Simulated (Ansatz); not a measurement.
## Fields on a plane of ZnS (wurtzite)

```
CELL_PARAMETERS angstrom
      3.84514     0.00000     0.00000
     -1.92257     3.32999     0.00000
      0.00000     0.00000     6.30573
ATOMIC_POSITIONS crystal
  Zn 0.66667 0.33333 0.99985
  Zn 0.33333 0.66667 0.49985
  S  0.66667 0.33333 0.62535
  S  0.33333 0.66667 0.12535
```

The slice is a (1 -1 0 0) plane (indices of the conventional cell) through the point (0.333, 0.667, 0.500) (fractional), spanned by u = [110] and v = [001] in vectors of this cell: u (3.85 Å) and v (6.31 Å, at 90° to u). It covers one period; positions are fractions (u, v).

Atoms on it: Zn at (0.00, 0.00); S at (0.00, 0.63).

The numbers are results of PBE (plane waves to 420 eV, PAW, scalar-relativistic; Ansatz, an electronic-structure program), not measurements. k mesh 10×10×5. These are valence fields of a PAW run, semicore shells included where kept as valence: close to a nucleus they are smooth pseudo fields. The PAW data are Ansatz's earlier set. ZnS was relaxed with its symmetry unable to fall.

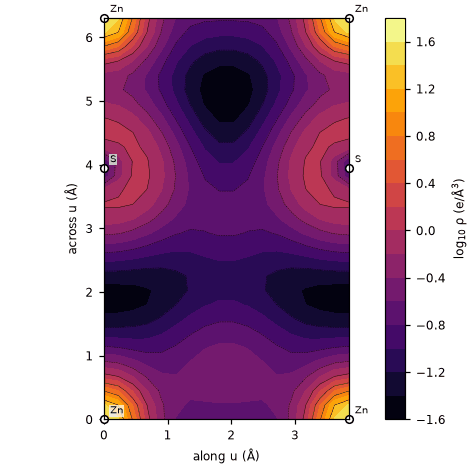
Figure. Log₁₀ of the valence density in e/Å³, one period of the plane, atoms marked. The scale is logarithmic, as a density can span decades between atoms and voids.

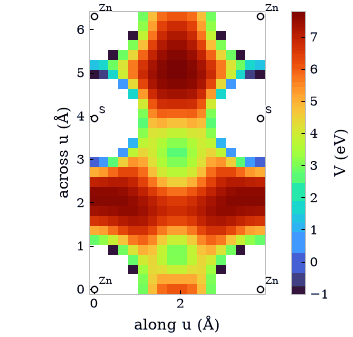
Electrostatic potential energy of an electron, from the cell's mean, in eV, one period of the plane, atoms marked. Points within 1 Å of a nucleus are left white, as the pseudised field means little there. Values under -1 eV are set to -1. The zero, the cell's mean, hangs on the PAW cores.

Density on the Zn–S line (2.36 Å) at its density minimum, 1.1 Å from Zn: 0.46 e/Å³
ELF at that point: 0.3
ELF maximum in the middle third of the Zn–S line: 0.90, 1.5 Å from Zn
